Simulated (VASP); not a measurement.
Band structure of Ni3Sn (sg194). Level of theory: PBEsol GGA, VASP's PBE PAW potentials (set 64) (plane waves; VASP).

Unless said otherwise, spin-orbit coupling is left out, though it shifts the bands of the heavy elements here.

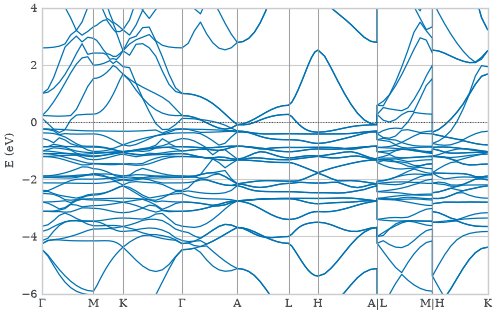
*Bands along high-symmetry lines, zero at the valence-band maximum or, without a gap, the Fermi level*

Problem. Read the plot: is there a gap, and where are the band edges?

Solution. It has no gap at this level: it comes out as a metal or semimetal. (Edges off the drawn lines would not show.)

The compound is Ni3Sn in the sg194 structure. It was relaxed first. The run is not spin-polarised, so no magnetic state was tried.
